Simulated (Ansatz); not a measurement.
# CH3FO: the cost of one run

All numbers are computed with Ansatz 0.2.0, driven from Python. Level of theory: r2SCAN0/def2-SVP.

## 1. Starting point

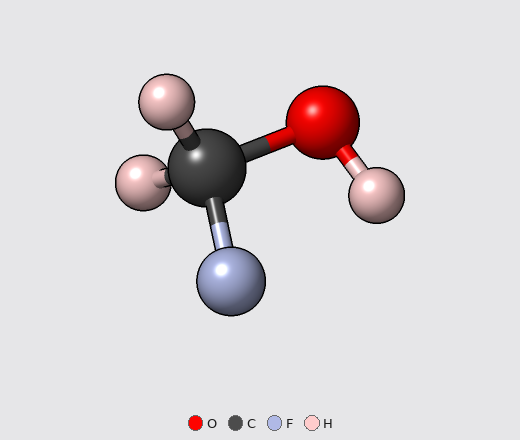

The structure that the script starts from, seen from a chosen angle (oxygen red, carbon dark grey, fluorine light blue, hydrogen pink).

No structure file is read: the coordinates are typed or built in the script.

## 2. The script

bend.py

```python
import ansatz
from ase import Atoms


def main() -> None:
    atoms = Atoms(['O', 'C', 'F', 'H', 'H', 'H'], positions=[
        (-0.531, -0.8601, -0.4915),
        (0.3116, 0.0063, 0.2021),
        (-0.222, 1.2624, 0.0859),
        (-1.1787, -0.1781, -0.824),
        (1.3083, -0.029, -0.2721),
        (0.3539, -0.2655, 1.2535),
    ])

    first = (
        ansatz.Crystal.molecule_from_ase(atoms).calculation()
        .basis(gaussian='def2-SVP')
        .functional('r2scan0')
        .relax(force_tolerance=0.02, max_steps=80)
    )
    atoms.positions = first.run(threads=1).report['positions_ang']

    rows = []
    for angle in [90, 100, 110, 120, 135, 150, 165, 179]:
        bent = atoms.copy()
        bent.set_angle(1, 0, 3, angle, indices=[3])
        model = (
            ansatz.Crystal.molecule_from_ase(bent).calculation()
            .basis(gaussian='def2-SVP')
            .functional('r2scan0')
        )
        rows.append((angle, model.run(threads=1).report['free_energy_ev']))
    floor = min(e for _, e in rows)
    for angle, e in rows:
        print(f'angle C1-O0-H3 = {angle:3d} deg   {1000 * (e - floor):9.1f} meV')


if __name__ == '__main__':
    main()
```

## 3. The calls as engine input

The engine receives this input (first run):

```yaml
crystal:
  periodic: [false, false, false]
  atoms:
    - { symbol: O, position_ang: [-0.531, -0.8601, -0.4915] }
    - { symbol: C, position_ang: [0.3116, 0.0063, 0.2021] }
    - { symbol: F, position_ang: [-0.222, 1.2624, 0.0859] }
    - { symbol: H, position_ang: [-1.1787, -0.1781, -0.824] }
    - { symbol: H, position_ang: [1.3083, -0.029, -0.2721] }
    - { symbol: H, position_ang: [0.3539, -0.2655, 1.2535] }
basis:
  gaussian:
    orbitals: def2-SVP
hamiltonian:
  xc: r2scan0
relax:
  f_tol: 0.02
  max_steps: 80
```

## 4. Launch

The run is started by

```sh
python bend.py
```

What time and memory should one allow on 1 thread of Intel Xeon 6975P-C (Granite Rapids), shared host?

About 20 s, with a peak of 0.21 GiB.
